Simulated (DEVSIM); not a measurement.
Structure: W/Al2O3/p-Si capacitor, at 400 K.

| layer (left to right) | material | thickness (nm) | Na (cm⁻³) |
|---|---|---|---|
| 1 | Al2O3 | 3.90 | - |
| 2 | Si | 9000 | 4.1e15 |

Metal gate on the left, work function 4.6 eV. Fixed charge at the semiconductor interface 0 cm⁻² (in units of +e); no interface traps.

This is a model device: material constants are rounded textbook-type values typed into the input, and sizes, dopings and lifetimes were drawn at random. Values at 300 K; Nc and Nv go as T^1.5, mobilities as T to minus their exponent, the gap by Varshni's rule with the affinity fixed.

```csv
parameter,Al2O3,Si
gap (eV),6.8,1.124
affinity (eV),1.35,4.05
permittivity,9,11.7
Nc (cm⁻³),-,2.86e19
Nv (cm⁻³),-,3.1e19
Varshni α (eV/K),-,0.000473
Varshni β (K),-,636
```

DEVSIM, 1D Poisson equation in equilibrium, Boltzmann statistics, complete ionisation; no quantum confinement or tunnelling. Metal contacts follow the ideal Schottky-Mott rule: no Fermi-level pinning, no interface dipoles.

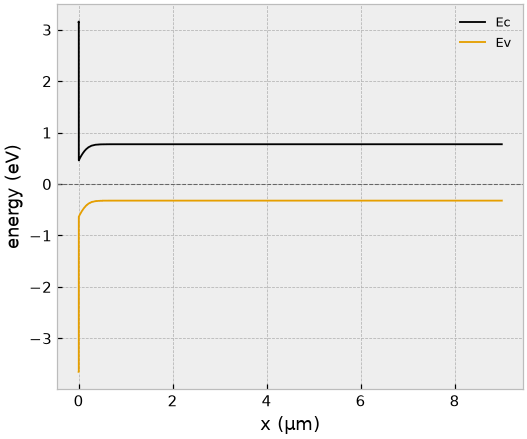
Figure: Band edges at 0.1 V on the gate

Energies count from the Fermi level of the right contact; mesh points crowd at the junctions.

```json
[
 {"x (μm)": "0.000", "Ec (eV)": "3.150", "Ev (eV)": "-3.650", "n (cm⁻³)": "< 1e2", "p (cm⁻³)": "< 1e2", "field (V/cm)": "25000"},
 {"x (μm)": "0.001177", "Ec (eV)": "3.153", "Ev (eV)": "-3.647", "n (cm⁻³)": "< 1e2", "p (cm⁻³)": "< 1e2", "field (V/cm)": "25000"},
 {"x (μm)": "0.002620", "Ec (eV)": "3.156", "Ev (eV)": "-3.644", "n (cm⁻³)": "< 1e2", "p (cm⁻³)": "< 1e2", "field (V/cm)": "25000"},
 {"x (μm)": "0.003826", "Ec (eV)": "3.159", "Ev (eV)": "-3.641", "n (cm⁻³)": "< 1e2", "p (cm⁻³)": "< 1e2", "field (V/cm)": "25000"},
 {"x (μm)": "0.005947", "Ec (eV)": "0.463", "Ev (eV)": "-0.633", "n (cm⁻³)": "6.4e13", "p (cm⁻³)": "5.0e11", "field (V/cm)": "19000"},
 {"x (μm)": "0.01022", "Ec (eV)": "0.471", "Ev (eV)": "-0.625", "n (cm⁻³)": "5.1e13", "p (cm⁻³)": "6.4e11", "field (V/cm)": "18000"},
 {"x (μm)": "0.01962", "Ec (eV)": "0.488", "Ev (eV)": "-0.608", "n (cm⁻³)": "3.1e13", "p (cm⁻³)": "1.0e12", "field (V/cm)": "18000"},
 {"x (μm)": "0.05440", "Ec (eV)": "0.547", "Ev (eV)": "-0.550", "n (cm⁻³)": "5.7e12", "p (cm⁻³)": "5.6e12", "field (V/cm)": "16000"},
 {"x (μm)": "0.1233", "Ec (eV)": "0.639", "Ev (eV)": "-0.457", "n (cm⁻³)": "3.9e11", "p (cm⁻³)": "8.3e13", "field (V/cm)": "11000"},
 {"x (μm)": "0.2746", "Ec (eV)": "0.745", "Ev (eV)": "-0.351", "n (cm⁻³)": "1.8e10", "p (cm⁻³)": "1.8e15", "field (V/cm)": "3400"},
 {"x (μm)": "0.6372", "Ec (eV)": "0.773", "Ev (eV)": "-0.323", "n (cm⁻³)": "7.9e9", "p (cm⁻³)": "4.1e15", "field (V/cm)": "33"},
 {"x (μm)": "1.879", "Ec (eV)": "0.774", "Ev (eV)": "-0.323", "n (cm⁻³)": "7.9e9", "p (cm⁻³)": "4.1e15", "field (V/cm)": "≈ 0"},
 {"x (μm)": "4.382", "Ec (eV)": "0.774", "Ev (eV)": "-0.323", "n (cm⁻³)": "7.9e9", "p (cm⁻³)": "4.1e15", "field (V/cm)": "≈ 0"},
 {"x (μm)": "6.941", "Ec (eV)": "0.774", "Ev (eV)": "-0.323", "n (cm⁻³)": "7.9e9", "p (cm⁻³)": "4.1e15", "field (V/cm)": "≈ 0"},
 {"x (μm)": "8.331", "Ec (eV)": "0.774", "Ev (eV)": "-0.323", "n (cm⁻³)": "7.9e9", "p (cm⁻³)": "4.1e15", "field (V/cm)": "≈ 0"},
 {"x (μm)": "8.716", "Ec (eV)": "0.774", "Ev (eV)": "-0.323", "n (cm⁻³)": "7.9e9", "p (cm⁻³)": "4.1e15", "field (V/cm)": "≈ 0"},
 {"x (μm)": "8.877", "Ec (eV)": "0.774", "Ev (eV)": "-0.323", "n (cm⁻³)": "7.9e9", "p (cm⁻³)": "4.1e15", "field (V/cm)": "≈ 0"},
 {"x (μm)": "8.950", "Ec (eV)": "0.774", "Ev (eV)": "-0.323", "n (cm⁻³)": "7.9e9", "p (cm⁻³)": "4.1e15", "field (V/cm)": "≈ 0"},
 {"x (μm)": "8.986", "Ec (eV)": "0.774", "Ev (eV)": "-0.323", "n (cm⁻³)": "7.9e9", "p (cm⁻³)": "4.1e15", "field (V/cm)": "≈ 0"},
 {"x (μm)": "8.997", "Ec (eV)": "0.774", "Ev (eV)": "-0.323", "n (cm⁻³)": "7.9e9", "p (cm⁻³)": "4.1e15", "field (V/cm)": "≈ 0"},
 {"x (μm)": "9.002", "Ec (eV)": "0.774", "Ev (eV)": "-0.323", "n (cm⁻³)": "7.9e9", "p (cm⁻³)": "4.1e15", "field (V/cm)": "≈ 0"},
 {"x (μm)": "9.004", "Ec (eV)": "0.774", "Ev (eV)": "-0.323", "n (cm⁻³)": "7.9e9", "p (cm⁻³)": "4.1e15", "field (V/cm)": "≈ 0"}
]
```
